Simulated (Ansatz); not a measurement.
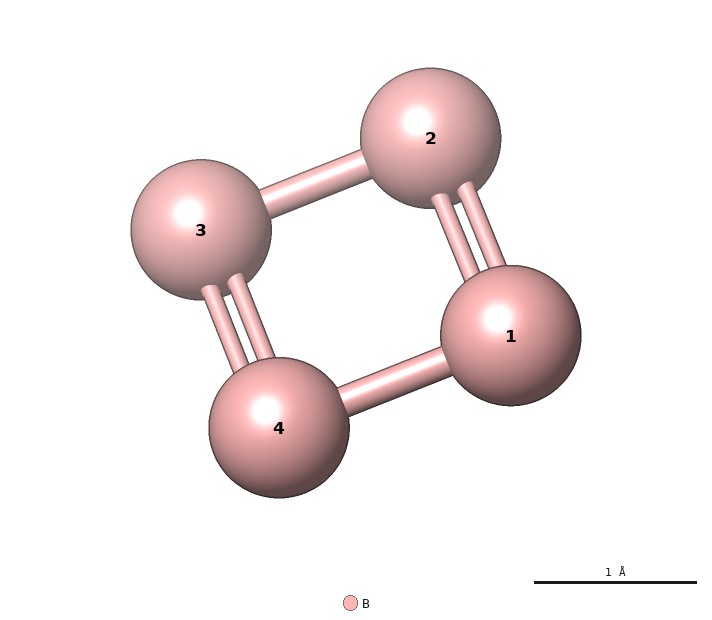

Simulated data, not a measurement (program: Ansatz).

Orthographic view. Depth is shown by fading: the farther an atom, the more it takes the colour of the background. Geometry: a fixed input geometry, not necessarily a minimum.

Give the geometry as a Z-matrix, atoms in numerical order, with these reference atoms: 2 to 1; 3 to 2, 1; 4 to 3, 2, 1.

```
B  
B    1   1.532
B    2   1.530   1    90.7
B    3   1.536   2    89.8   1     0.4
```
